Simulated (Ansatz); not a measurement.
A series of calculations on SiNH5O and related structures

## 1. Relaxation

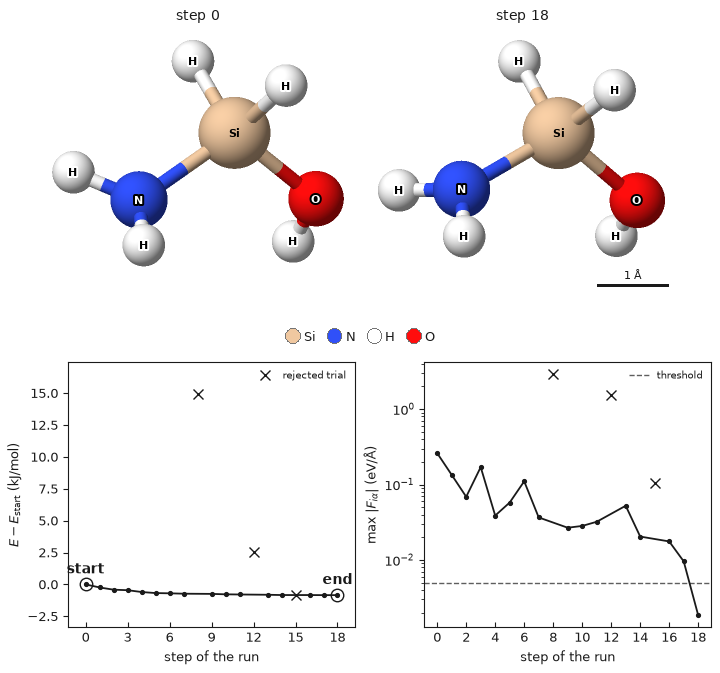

First and last geometry of a relaxation of SiNH$_{5}$O, with the history of the run. Style: ball-and-stick. Shown at a tilt.

It is one of the separated reactants of a reaction.

Level of theory: RKS PBE0-D4/def2-TZVP (Ansatz). (force threshold 0.005 eV/Å; at most 200 steps)

**What do the curves and the structures tell?**

It converged. Over 15 accepted moves (18 points after the start) the energy falls by 0.84 kJ/mol. The largest force component goes from 0.26 to 0.0019 eV/Å. The line search rejected the trial steps at points 8, 12, 15 of the run. An H atom moves most after the best rigid fit: 0.35 Å. By element the largest moves are H 0.35 Å, N 0.23 Å, O 0.05 Å, Si 0.03 Å. Near-neighbour distances that change, for instance: N–Si 1.720 → 1.705 Å, O–Si 1.640 → 1.649 Å, H–O 0.964 → 0.958 Å, H–Si 1.484 → 1.479 Å. Among the angles between lasting bonds that change: N–Si–O 111.2° → 116.3°, N–Si–H 114.9° → 110.4°, Si–N–H 119.2° → 122.4°.

## 2. Relaxation

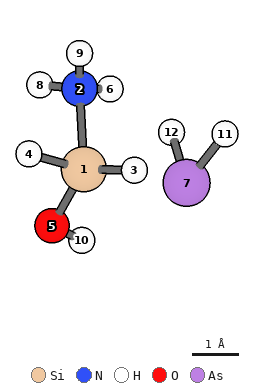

SiAsNH$_{8}$O (started from a transition state, displaced along its imaginary mode), before the relaxation. The picture is a ball-and-stick view, seen at a tilt.

Computed with Ansatz 0.2.0, RKS PBE0-D4/def2-TZVP.

Input
```yaml
crystal:
  periodic: [false, false, false]
  atoms:
    - {symbol: Si, position_ang: [-0.445785, -1.031543, -0.062606]}
    - {symbol: N, position_ang: [0.419709, 0.124278, 1.266368]}
    - {symbol: H, position_ang: [0.588484, -1.726118, -0.868430]}
    - {symbol: H, position_ang: [-0.763320, -2.058197, 1.013064]}
    - {symbol: O, position_ang: [-2.000879, -0.654610, -0.441360]}
    - {symbol: H, position_ang: [0.705596, 0.765089, 0.795021]}
    - {symbol: As, position_ang: [0.305911, 1.165155, -1.839616]}
    - {symbol: H, position_ang: [-0.279775, 0.462920, 1.942930]}
    - {symbol: H, position_ang: [1.147087, -0.369102, 1.805091]}
    - {symbol: H, position_ang: [-1.972388, 0.030023, -1.121799]}
    - {symbol: H, position_ang: [1.816935, 0.883710, -1.679214]}
    - {symbol: H, position_ang: [0.478524, 2.408495, -0.809450]}
basis:
  gaussian: {orbitals: def2-TZVP}
hamiltonian: {xc: pbe0, dispersion: d4}
relax: {f_tol: 0.005, max_steps: 200}
```

Command:
```bash
ansatz run in.yaml --threads 8 --pin off --events-out ev --progress --plain --max-ram 19148MiB
```

### What does the optimiser find from here?

Over 59 accepted moves (65 points after the start) the energy falls by 195.5 kJ/mol. The largest force component goes from 10 to 0.0043 eV/Å. The line search rejected the trial steps at points 16, 17, 30, 31, 34, 40 of the run. H11 moves most after the best rigid fit: 2.67 Å. Largest moves by element: H 2.67 Å, O 0.96 Å, N 0.94 Å, As 0.71 Å, Si 0.67 Å. Near-neighbour distances that change, for instance: Si1–N2 1.962 → 2.803 Å, Si1–As7 2.924 → 2.377 Å, N2–H6 0.845 → 1.013 Å, As7–H12 1.624 → 1.525 Å. New bonds form, among them: Si1–As7 (2.92 → 2.38 Å). Bonds break, among them: Si1–N2 (1.96 → 2.80 Å). Bond angles that change, for instance: H3–Si1–O5 129.9° → 107.9°, Si1–O5–H10 107.3° → 117.4°, H3–Si1–H4 102.3° → 112.5°. Cost: 2.3 min on 8 threads of Arm Neoverse V2, with other jobs on the host.

Step by step:

```csv
step,"E − E(0), kJ/mol","largest force component, eV/Å",note
0,0.00,10.3281,
1,-107.78,1.4169,
2,-111.92,0.7129,
3,-117.73,0.3534,
4,-119.58,0.2500,
5,-123.42,0.4196,
6,-124.65,0.8521,
7,-131.20,0.5158,
8,-137.82,0.7406,
9,-148.10,0.7677,
10,-161.12,0.6323,
13,-185.90,0.2383,
16,-187.91,0.4799,rejected
19,-189.50,0.0367,
22,-189.69,0.1531,
24,-189.87,0.0457,
27,-190.02,0.0787,
30,-189.83,0.3450,rejected
33,-190.44,0.0622,
36,-190.70,0.0664,
39,-191.29,0.1044,
42,-191.92,0.1511,
45,-192.49,0.3055,
48,-194.41,0.2261,
51,-195.14,0.0273,
53,-195.31,0.0968,
56,-195.43,0.0747,
59,-195.48,0.0536,
62,-195.50,0.0155,
65,-195.50,0.0043,
```

The structure at the end:

```xyz
12

Si   -0.7554   -0.5266   -0.3746
N     1.2616   -0.2001    1.5438
H     0.0602   -1.7708   -0.3348
H    -1.4169   -0.2428    0.9171
O    -2.0429   -0.7927   -1.3921
H     2.2043   -0.3382    1.2001
As    0.5929    1.2508   -1.1944
H     1.2570    0.6543    2.0880
H     1.0514   -0.9639    2.1748
H    -1.8472   -1.0135   -2.3031
H     0.0899    2.2144   -0.1307
H    -0.4548    1.7293   -2.1939
```

The end point in the same view:

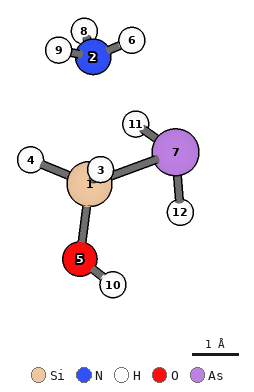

## 3. Reaction

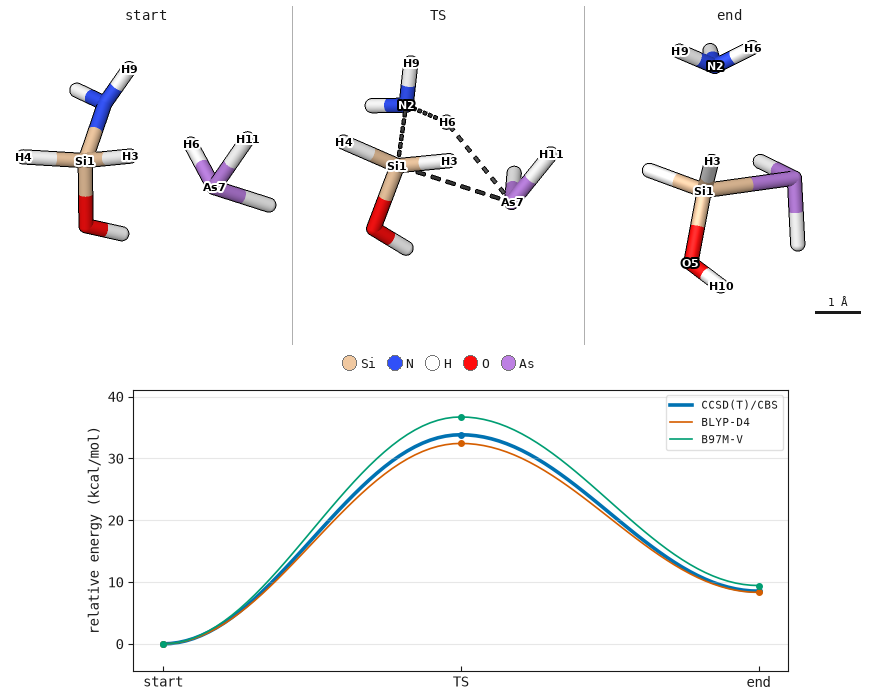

A reaction step of SiAsNH8O, with its energy diagram. Style: stick. Shown at a tilt. Dashed sticks mark bonds that form or break.

Stationary points at PBE0-D4/def2-TZVP, single-point energies with CCSD(T)/CBS, BLYP-D4, B97M-V (def2-TZVPP where no basis is named; Ansatz 0.2.0). The energies are electronic, without zero-point or thermal terms, and both ends are the minima reached downhill from the saddle, with any fragments still in contact. CCSD(T)/CBS stands for a frozen-core estimate: MP2 correlation extrapolated from def2-TZVPP and def2-QZVPP, CCSD(T) minus MP2 from the smaller set.

Question: Describe the step and its energetics.

Answer: Counted by bonded pieces, the start holds AsH₃ + SiH₅NO and the end holds NH₃ + SiAsH₅O. From the start over the saddle to the end, bonds form: As–Si (3.97 → 3.17 → 2.38 Å), H–N (3.40 → 1.07 → 1.01 Å). Bonds break: N–Si (1.72 → 1.87 → 2.80 Å), As–H (1.52 → 2.30 → 3.29 Å). The saddle has one imaginary mode, 216i cm⁻¹. With CCSD(T)/CBS the barrier is 33.8 kcal/mol from the start and 25.3 kcal/mol from the end, and the end lies 8.5 kcal/mol above the start.

| level | barrier from the start (kcal/mol) | barrier from the end (kcal/mol) | the end less the start (kcal/mol) |
| --- | --- | --- | --- |
| CCSD(T)/CBS | 33.8 | 25.3 | 8.5 |
| BLYP-D4 | 32.4 | 24.1 | 8.3 |
| B97M-V | 36.7 | 27.3 | 9.4 |

Against CCSD(T)/CBS, BLYP-D4 comes closest on the barrier from the start (−1.4 kcal/mol) and B97M-V misses most (+2.9 kcal/mol).

Limits of the set-up: the start holds two separate molecules, 2.7 Å apart at their closest, whose relative position is a soft coordinate.
